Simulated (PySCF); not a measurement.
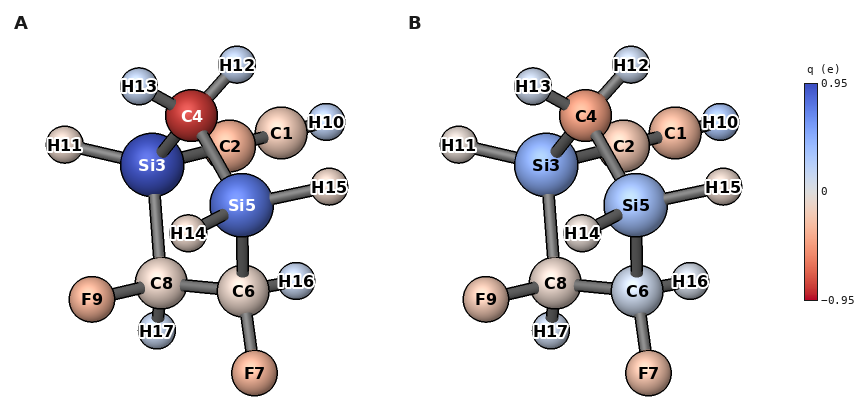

Atomic charges of one calculation by 2 schemes, on one colour scale. The computed structure is the end point of a GFN2-xTB optimisation. No frequency run is at hand to confirm it as a minimum. Method: PBE0/pcSseg-1 (PySCF 2.14.0).

### The schemes are ESP-fitted, IAO. Which panel shows which?

A IAO, B ESP-fitted.

List the charges (e), one line for each set of equivalent atoms.

| atom | IAO | ESP-fitted |
| --- | --- | --- |
| C1 | −0.18 | −0.29 |
| C2 | −0.34 | −0.21 |
| Si3 | 0.91 | 0.46 |
| C4 | −0.83 | −0.42 |
| Si5 | 0.75 | 0.35 |
| C6 | −0.10 | 0.11 |
| F7 | −0.32 | −0.24 |
| C8 | −0.11 | −0.10 |
| F9 | −0.33 | −0.21 |
| H10 | 0.21 | 0.29 |
| H11 | −0.10 | −0.05 |
| H12 | 0.17 | 0.13 |
| H13 | 0.17 | 0.12 |
| H14 | −0.10 | −0.06 |
| H15 | −0.12 | −0.09 |
| H16 | 0.15 | 0.07 |
| H17 | 0.15 | 0.13 |

The geometry is semi-empirical. Around Si such bond lengths and angles can be off by a tenth of an ångström or more and by several degrees, and values that hang on the shape move with them.
